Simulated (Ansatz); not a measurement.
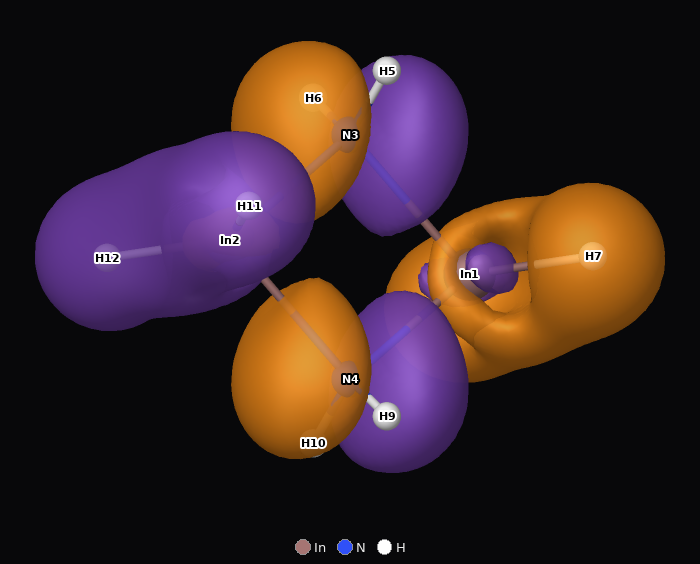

Figure 1: H8In2N2 (SMILES [NH2+]1[InH2-][NH2+][InH2-]1). One frontier orbital at ±0.08 Å⁻³ᐟ² (orange and purple are the two phases), seen at a tilt.

Geometry: PBE0-D4/def2-SVP; core potentials replace the inner electrons of In.

Method: isolated molecule in a Gaussian basis; Kohn-Sham density functional theory, functional PBE0 (Ansatz).

```yaml
atoms:
  - { symbol: In, position_ang: [-1.2016, -0.9900, -0.7286] }
  - { symbol: In, position_ang: [1.1881, 1.3335, -0.8925] }
  - { symbol: N, position_ang: [-0.4063, 0.6768, 0.5233] }
  - { symbol: N, position_ang: [0.3927, -0.3332, -2.1445] }
  - { symbol: H, position_ang: [-1.0966, 1.4008, 0.7243] }
  - { symbol: H, position_ang: [-0.0474, 0.3716, 1.4283] }
  - { symbol: H, position_ang: [-2.7327, -0.5103, -1.3688] }
  - { symbol: H, position_ang: [-0.7171, -2.4876, -0.0166] }
  - { symbol: H, position_ang: [0.0336, -0.0277, -3.0494] }
  - { symbol: H, position_ang: [1.0829, -1.0572, -2.3458] }
  - { symbol: H, position_ang: [0.7037, 2.8312, -1.6045] }
  - { symbol: H, position_ang: [2.7192, 0.8537, -0.2524] }
```

### Which orbital is it: HOMO or LUMO?

The HOMO, at −7.57 eV. Its weight (Hirshfeld) is mainly on N4 (about 20 %), N3 (about 20 %), In2 (about 15 %) and In1 (about 15 %); it is ungerade (odd under inversion).
